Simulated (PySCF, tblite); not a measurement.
# C₅H₁₃PSSi: geometry, infrared bands and NMR shifts

Aim: predict the infrared bands and NMR shifts of C₅H₁₃PSSi (`CS/C=C(\C)C[SiH2]P`).

Programs: tblite 0.8.0 and PySCF 2.14.0, with density-fitted response routines of our own. Each step states its level of theory. These are calculated values for one molecule in the gas phase, unless marked as measured. Atoms are numbered from 0 throughout.

## Step 1: Starting geometry

21 atoms, charge 0, multiplicity 1; geometry from: force field or distance geometry start.

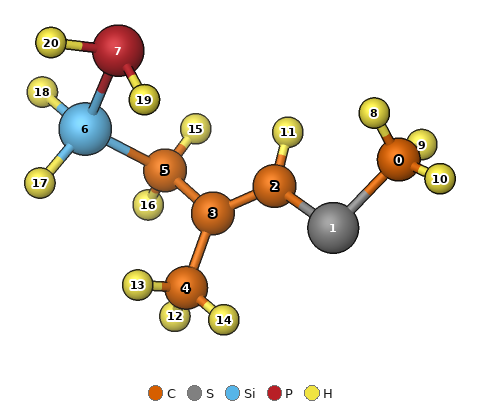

As it starts; carbon orange, sulfur grey, silicon blue, phosphorus red, hydrogen yellow, atoms numbered.

## Step 2: Relaxing the molecule with GFN2-xTB

The job: settings as JSON, then the geometry in Å.

```
{"job": {"kind": "relax", "xc": "GFN2-xTB", "basis": "xTB"}, "charge": 0, "multiplicity": 1}
C      3.079600     1.363000    -1.401600
S      2.360400     1.252100     0.249300
C      1.188700     0.008500     0.016200
C      0.311700    -0.410300     0.942900
C      0.256300     0.067900     2.388200
C     -0.688000    -1.520100     0.605400
Si    -2.449800    -0.980400     0.286100
P     -2.523500     0.339000    -1.496600
H      2.307100     1.646400    -2.123600
H      3.509400     0.409900    -1.693700
H      3.850700     2.127300    -1.408700
H      1.132800    -0.431600    -0.979300
H      0.340200    -0.776900     3.078800
H     -0.689300     0.574000     2.574400
H      1.052000     0.778200     2.641800
H     -0.340700    -2.070300    -0.263700
H     -0.679200    -2.253300     1.424100
H     -3.002000    -0.235800     1.445300
H     -3.313200    -2.160400     0.035200
H     -1.872100     1.450200    -0.916800
H     -3.839900     0.839600    -1.290300
```

Run with:

```console
OMP_NUM_THREADS=1 python probes_run.py task.json out
```

The driver reads the jobs from task.json and runs them one after another.

**Question.** This job is followed by: GFN2-xTB harmonic vibrations, gas phase; GIAO PBE0/pcSseg-1 NMR shielding, non-relativistic, gas phase. Predict these results of the whole session: strongest single infrared mode (GFN2-xTB); zero-point energy (GFN2-xTB); 13C shifts against TMS (PBE0/pcSseg-1); 1H shifts against TMS (PBE0/pcSseg-1, means over atoms taken as alike); 33S shifts against CS2 (PBE0/pcSseg-1); 29Si shifts against TMS (PBE0/pcSseg-1); 31P shifts against H3PO4 (PBE0/pcSseg-1).

**Answer**, as computed:

| quantity | value |
| --- | --- |
| strongest single infrared mode (GFN2-xTB) | 784 cm⁻¹, 259 km/mol |
| zero-point energy (GFN2-xTB) | 99.5 kcal/mol |
| 13C shifts against TMS (PBE0/pcSseg-1) | 134.3, 131.4, 23.2, 22.2, 21.1 ppm |
| 1H shifts against TMS (PBE0/pcSseg-1, means over atoms taken as alike) | 5.42, 4.46, 2.33, 1.81, 1.76, 0.77 ppm |
| 33S shifts against CS2 (PBE0/pcSseg-1) | -14 ppm |
| 29Si shifts against TMS (PBE0/pcSseg-1) | -50.2 ppm |
| 31P shifts against H3PO4 (PBE0/pcSseg-1) | -307.6 ppm |

**Reading.** Relaxing lowered the energy by 0.225 eV in 174 steps; the close pair that moved most is C5–Si6, from 1.870 to 1.917 Å. No mode is imaginary among the 57: a minimum at this level. The strongest single mode, at 784 cm⁻¹, moves mainly H17 and H18. Unscaled tight-binding wavenumbers are off by several per cent, some by more. Its intensities can rank the bands wrongly. H11 (hydrogen on an alkene CH) lies farthest downfield among hydrogen, at 5.42 ppm; olefinic region. At PBE0/pcSseg-1: The widest tensor belongs to S1: span 365 ppm, with a paramagnetic part of -540 ppm.
